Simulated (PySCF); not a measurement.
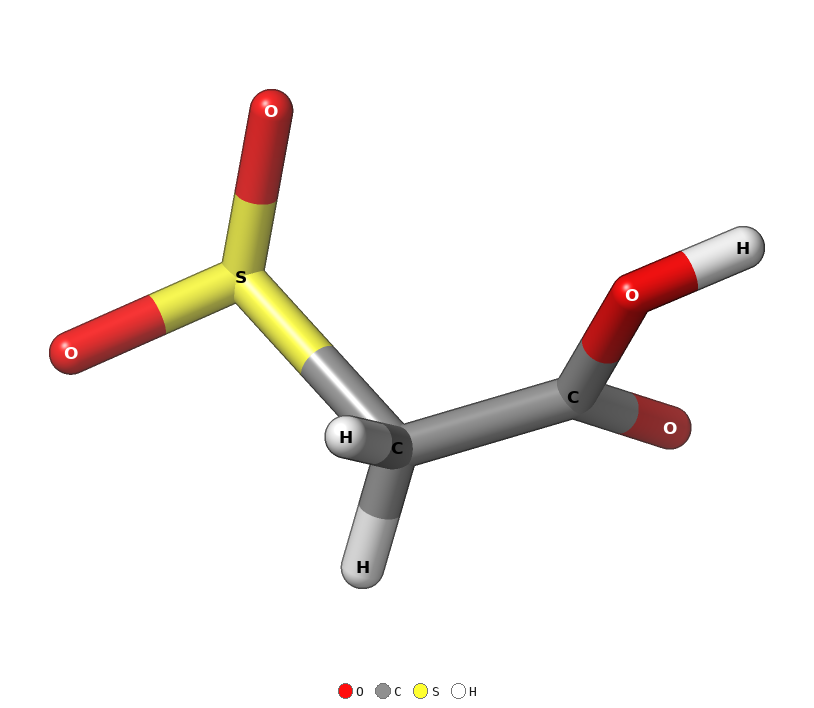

The species has charge −1 and is a spin singlet. Computed geometry: GFN2-xTB optimisation. No frequency run is at hand to confirm it as a minimum. Properties computed with PBE0/def2-SVPD, gas phase (PySCF 2.14.0).

**Give the HOMO energy (Kohn–Sham orbital) at this level.**

−1.55 eV.

**What is the mean static polarisability?**

78.8 bohr³.
